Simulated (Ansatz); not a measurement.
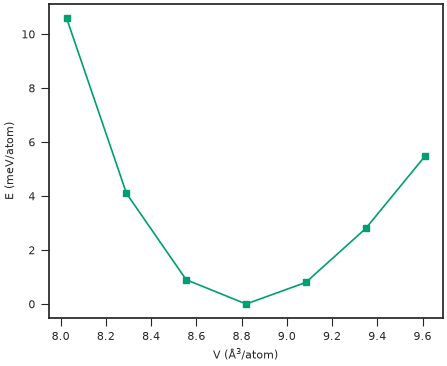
*C (graphite, P6_3/mmc) under volume change, plane-wave PAW r²SCAN+D4 (Ansatz code), shape and atoms relaxed at each volume.*

Question: What does a third-order Birch–Murnaghan fit give for V₀, B₀ and B′?

Answer: V₀ = 8.81 Å³/atom, B₀ = 33.9 GPa, B′ = 10.8.

Symmetry was held in the r²SCAN+D4 relaxation; of distortions, only those at the zone centre were tested.

Potentials: the later of the program's two PAW sets.
